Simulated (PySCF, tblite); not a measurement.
**C4H10B2FN: geometry, infrared bands and NMR shifts**

Aim: predict the infrared bands and NMR shifts of C4H10B2FN (`CBNB[C@@H]1C[C@@H]1F`).

Computed with tblite 0.8.0 and PySCF 2.14.0, with density-fitted response routines of our own, on a single molecule in the gas phase. Atoms count from 0, in the outputs and in this text.

## Step 1: Starting geometry

18 atoms, charge 0, multiplicity 1; geometry from: force field or distance geometry start.

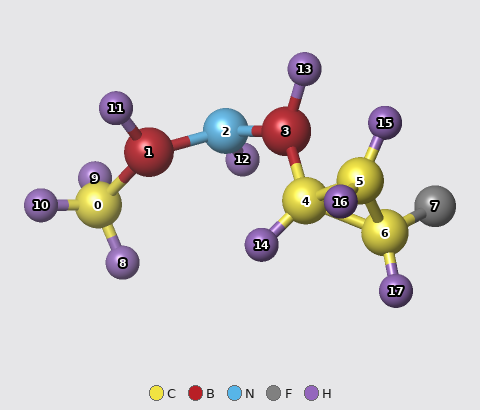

The starting geometry (carbon yellow, boron red, nitrogen blue, fluorine grey, hydrogen purple), atoms numbered.

## Step 2: Optimising the geometry with GFN2-xTB

The job: settings as JSON, then the geometry in Å.

```
{"job": {"kind": "relax", "xc": "GFN2-xTB", "basis": "xTB"}, "charge": 0, "multiplicity": 1}
C      3.148300     0.461000    -0.467700
B      1.954600    -0.426300     0.106900
N      0.987800    -0.999300    -0.877500
B     -0.459500    -0.959900    -0.398800
C     -1.224700     0.332600     0.058600
C     -2.584800     0.034100     0.682100
C     -2.495000     0.749100    -0.635100
F     -2.838800     0.076400    -1.785700
H      2.746300     1.421700    -0.849400
H      3.665200    -0.123600    -1.235900
H      3.846700     0.631100     0.367800
H      2.183700    -1.042600     1.096500
H      1.093400    -0.642300    -1.833600
H     -0.876800    -2.029600    -0.043300
H     -0.645300     1.205800     0.451800
H     -2.927800    -1.025000     0.625400
H     -2.734000     0.557900     1.631400
H     -2.848000     1.785200    -0.608700
```

Launch:

```sh
$ OMP_NUM_THREADS=1 python probes_run.py task.json out
```

The driver reads the jobs from task.json and runs them one after another.

**Question.** This job is followed by: GFN2-xTB harmonic vibrations, gas phase; GIAO PBE0/pcSseg-1 NMR shielding, non-relativistic, gas phase. What will the session give for the following? strongest single infrared mode (GFN2-xTB); zero-point energy (GFN2-xTB); ¹³C shifts against TMS (PBE0/pcSseg-1); ¹H shifts against TMS (PBE0/pcSseg-1, means over atoms taken as alike); ¹¹B shifts against BF3·OEt2 (PBE0/pcSseg-1); ¹⁵N shifts against NH3 (PBE0/pcSseg-1); ¹⁹F shifts against CFCl3 (PBE0/pcSseg-1).

As calculated:

| quantity | value |
| --- | --- |
| strongest single infrared mode (GFN2-xTB) | 1410 cm⁻¹, 935 km/mol |
| zero-point energy (GFN2-xTB) | 88.9 kcal/mol |
| ¹³C shifts against TMS (PBE0/pcSseg-1) | 78.5, 19.8, 15.6, 10.6 ppm |
| ¹H shifts against TMS (PBE0/pcSseg-1, means over atoms taken as alike) | 7.08, 5.75, 5.38, 4.95, 1.44, 0.94, 0.67, 0.15 ppm |
| ¹¹B shifts against BF3·OEt2 (PBE0/pcSseg-1) | 53.2, 51.3 ppm |
| ¹⁵N shifts against NH3 (PBE0/pcSseg-1) | 193.4 ppm |
| ¹⁹F shifts against CFCl3 (PBE0/pcSseg-1) | -235.0 ppm |

What this shows: The optimisation took 129 steps and gained 1.721 eV; among the close pairs (by a distance rule), N2–B3 changed most, from 1.525 to 1.410 Å. No mode is imaginary among the 48: a minimum at this level. The strongest single mode, at 1410 cm⁻¹, is spread over several atoms, N2, B3, H12, B1 among them. Unscaled tight-binding wavenumbers are off by several per cent, some by more. Its intensities can rank the bands wrongly. At PBE0/pcSseg-1: The widest tensor belongs to N2: span 275 ppm, with a paramagnetic part of -249 ppm.
